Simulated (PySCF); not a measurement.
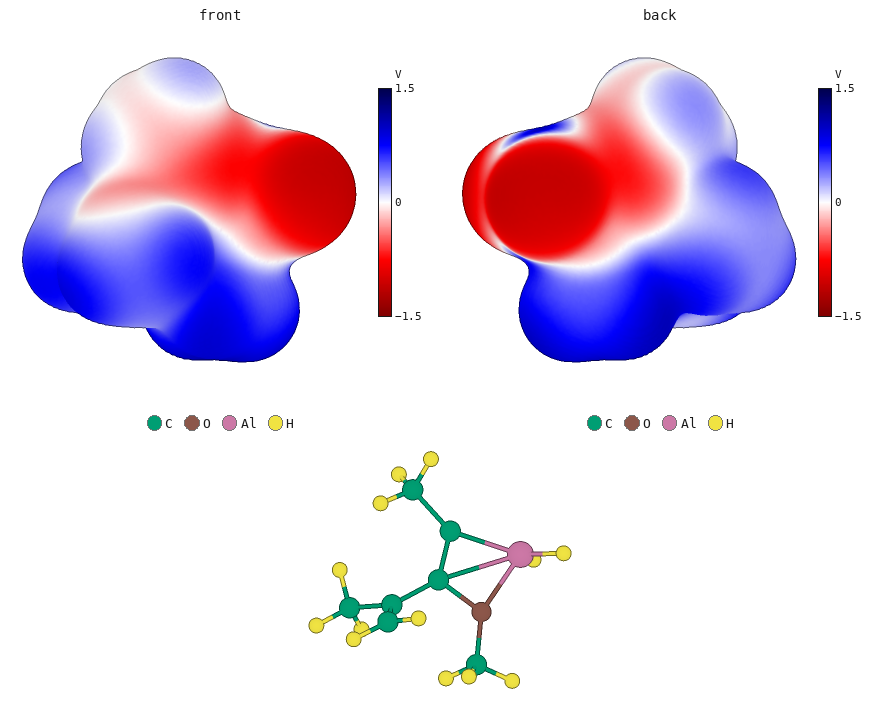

*C$_{7}$H$_{13}$AlO. The molecular electrostatic potential painted on the density surface at 0.001 e/bohr³, seen from the front and from behind; the colour scale runs from red (negative) to blue (positive). The bare structure is drawn below in the same view.*

Geometry: GFN2-xTB.

Level of theory: PySCF, PBE0/pcSseg-1, SCF density, gas phase, non-relativistic.

| atom | x (Å) | y (Å) | z (Å) |
| --- | --- | --- | --- |
| C | -1.7243 | -0.3809 | 1.3320 |
| C | -1.1554 | -0.0647 | 0.1765 |
| C | -1.9314 | 0.1751 | -1.0858 |
| C | 0.3065 | 0.1157 | 0.0676 |
| O | 1.1315 | -1.0800 | 0.0243 |
| C | 0.5154 | -2.3428 | 0.0308 |
| C | 1.0739 | 1.2099 | -0.0010 |
| C | 0.4726 | 2.5854 | 0.0399 |
| Al | 2.6870 | -0.0207 | -0.0614 |
| H | -1.1441 | -0.5236 | 2.2286 |
| H | -2.7920 | -0.4893 | 1.4276 |
| H | -1.6141 | -0.5171 | -1.8661 |
| H | -2.9980 | 0.0532 | -0.9141 |
| H | -1.7418 | 1.1828 | -1.4514 |
| H | 1.3125 | -3.0793 | -0.0529 |
| H | -0.1664 | -2.4523 | -0.8175 |
| H | -0.0362 | -2.5093 | 0.9599 |
| H | -0.5677 | 2.5683 | 0.3678 |
| H | 0.5233 | 3.0368 | -0.9510 |
| H | 1.0420 | 3.2203 | 0.7157 |
| H | 3.4531 | -0.3114 | 1.2620 |
| H | 3.3433 | -0.3570 | -1.4325 |

**Describe the electrostatic potential map.**

The most negative region (about −1.1 V) lies over H21 and H22, the most positive (about +1.1 V) over C6 and H16.
